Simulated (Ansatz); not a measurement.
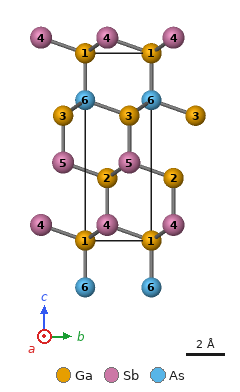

Starting structure of crystalline Ga₃Sb₂As (a generated structure, set up in P3m1) (coarse preliminary run). A ball-and-stick model of the cell of the calculation, seen along the a axis.

Method: DFT PBE, scalar-relativistic, plane waves, PAW (Ansatz).

The input:
```yaml
crystal:
  lattice:
    - [4.03836934, 0.0, 0.0]
    - [-2.01918467, 3.49733044, 0.0]
    - [0.0, 0.0, 9.89194427]
  atoms:
    - { symbol: Ga, position: [0.0, 0.0, 0.0] }
    - { symbol: Ga, position: [0.66666667, 0.33333333, 0.33333333] }
    - { symbol: Ga, position: [0.33333333, 0.66666667, 0.66666667] }
    - { symbol: Sb, position: [0.66666667, 0.33333333, 0.08333333] }
    - { symbol: Sb, position: [0.33333333, 0.66666667, 0.41666667] }
    - { symbol: As, position: [0.0, 0.0, 0.75] }
basis:
  ecutwfc: 420
kpoints:
  mp_grid: { grid: [6, 6, 2] }
hamiltonian:
  xc: pbe
scf:
  occupations: { method: gaussian, width: 0.1 }
  lower_state_search: "off"
output:
  forces: true
  stress: true
  eigenvalues: true
relax:
  adjacent_minimum: "off"
  f_tol: 0.04
  max_steps: 70
  cell: { stress_tol: 0.4 }
```

Run as
```bash
ansatz run input.yaml --threads 1 --pin off --max-ram 2560MiB --backend cpu --events-out ev --progress --plain --runs-dir out
```

Question: What does the optimiser find from here?

Answer: The energy falls by 1.197 eV per cell of the calculation in 3 accepted moves (4 points after the start). Largest force component: 1.4 eV/Å at the start, 0.02 eV/Å at the end. Pressure: 14.12 GPa at the start and 0.08 GPa at the end. The SCF was repeated once at an unchanged geometry on a basis and grid sized afresh for the cell, which shifted the energy by 7.8 meV per cell of the calculation at most. The largest move relative to the cell is that of Ga3, 0.14 Å along +c. Largest moves by element: Ga 0.14 Å, Sb 0.07 Å. As stays in place. Cell: a = b 4.038 → 4.292 Å (+6.3 %), c 9.892 → 10.484 Å (+6.0 %). Volume +19.7 %. Near-neighbour distances that change, for instance: Ga3–Sb5 2.473 → 2.694 Å, Ga2–Sb4 2.473 → 2.674 Å, Ga1–Sb4 2.473 → 2.654 Å, Ga3–As6 2.473 → 2.585 Å. Bond angles that change, for instance: Ga1–As6–Ga3 109.5° → 106.5°, Sb5–Ga3–As6 109.5° → 106.5°, As6–Ga3–As6 109.5° → 112.3°. The space group stays P3m1 (No. 156). The run took 2.1 min on 1 thread of AMD EPYC (Zen 3), on a shared host, peak memory 0.47 GiB.

The structure at the end:

```
Ga Sb As
1.0
     4.29234    0.00000    0.00000
    -2.14617    3.71728    0.00000
     0.00000    0.00000   10.48435
Ga Sb As
3 2 1
Direct
  0.00000 0.00000 0.98706
  0.66667 0.33333 0.33264
  0.33333 0.66667 0.67986
  0.66667 0.33333 0.07760
  0.33333 0.66667 0.42292
  0.00000 0.00000 0.74992
```

The end point in the same view:

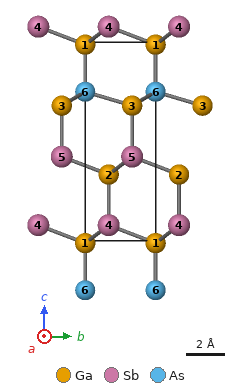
